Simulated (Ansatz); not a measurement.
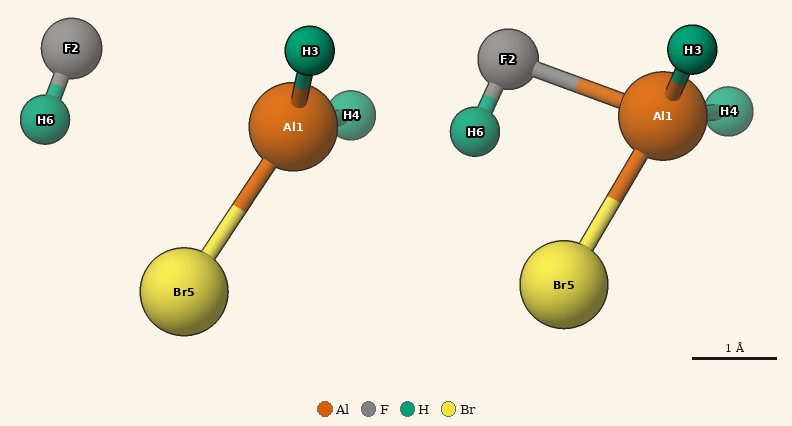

Two geometries of AlH₃BrF, drawn at one scale. One is the start of a relaxation, the other its converged end. Style: ball-and-stick. Shown at a tilt.

All numbers below come from Ansatz 0.2.0, RKS PBE0/def2-SVP. Settings: no spin polarisation; force threshold 0.03 eV/Å; at most 50 steps.

Which one is relaxed?

Answer. The right one is the relaxed one. The run prepares an end point of a later path (reaction) calculation, from a guessed geometry. F2 moves most after the best rigid fit: 0.51 Å. Largest moves by element: F 0.51 Å, H 0.44 Å, Al 0.35 Å, Br 0.21 Å. Some distances before and after: Al1–F2 2.876 → 2.021 Å, Al1–H6 2.994 → 2.268 Å, Br5–H6 2.748 → 2.212 Å, F2–H6 0.926 → 0.965 Å. New bonds form, among them: Al1–F2 (2.88 → 2.02 Å). Over 9 geometry steps the energy falls by 44.1 kJ/mol. Largest force component: 0.88 eV/Å at the start, 0.0038 eV/Å at the end. The run took 28 s on 1 thread of Arm Neoverse V2, with other jobs on the host, peak memory 0.16 GiB.

Limits of the set-up: the start holds two separate molecules, 2.7 Å apart at their closest, whose relative position is a soft coordinate and is computed without a dispersion correction.
